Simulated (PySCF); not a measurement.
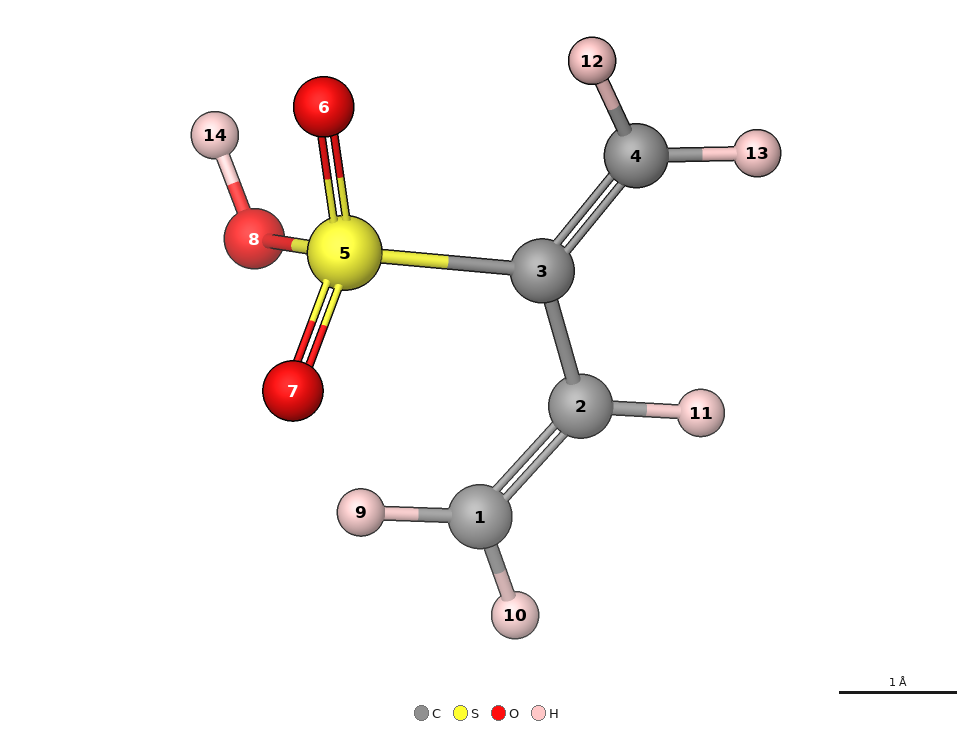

Orthographic view. Depth is shown by fading: the farther an atom, the more it takes the colour of the background. The computed structure is the end point of a GFN2-xTB optimisation. No frequency run is at hand to confirm it as a minimum.

List the bonded neighbours of every atom.

C1: C2, H9, H10
C2: C1, C3, H11
C3: C2, C4, S5
C4: C3, H12, H13
S5: C3, O6, O7, O8
O6: S5
O7: S5
O8: S5, H14
(terminal hydrogens appear only as neighbours)
